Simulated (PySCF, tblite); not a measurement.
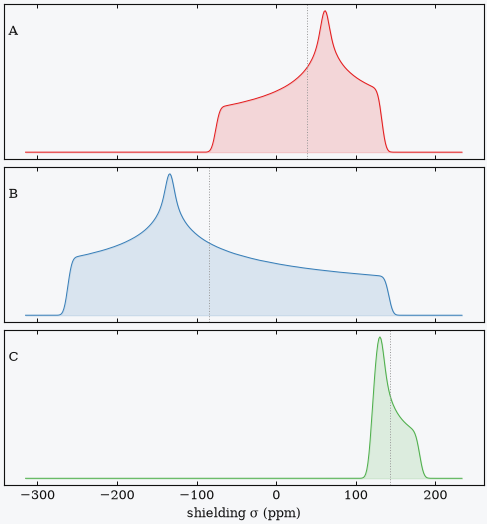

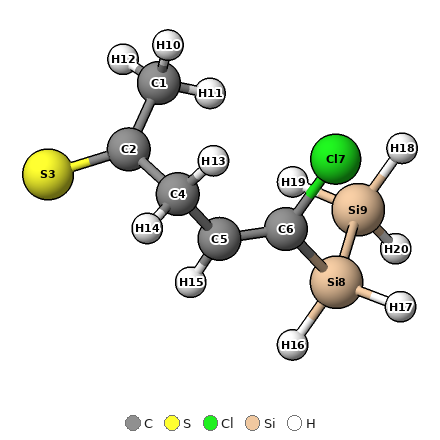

Static powder patterns (¹³C) from GIAO shielding tensors of C₅H₁₁ClSSi₂, SMILES CC(=S)C/C=C(\Cl)[SiH2][SiH3], PBE0/pcSseg-1, PySCF 2.14.0, at a GFN2-xTB geometry (a minimum by its frequencies); absolute shielding, one fixed geometry of the isolated molecule without any motion, no dipolar terms. The dotted line is the isotropic value; skew is 3(σiso − σ22)/span.

Q: The panels belong to C1, C2 and C5. Which is which?

A: panel A: C5, σ11, σ22, σ33 = −76, 61, 133 ppm, isotropic 39, span 209 ppm, skew −0.31; panel B: C2, σ11, σ22, σ33 = −262, −134, 142 ppm, isotropic −85, span 403 ppm, skew 0.36; panel C: C1, σ11, σ22, σ33 = 120, 131, 180 ppm, isotropic 143, span 61 ppm, skew 0.64.

Caveats: the tight-binding geometry is rougher than a DFT one and adds to the error; one conformer of a flexible molecule.
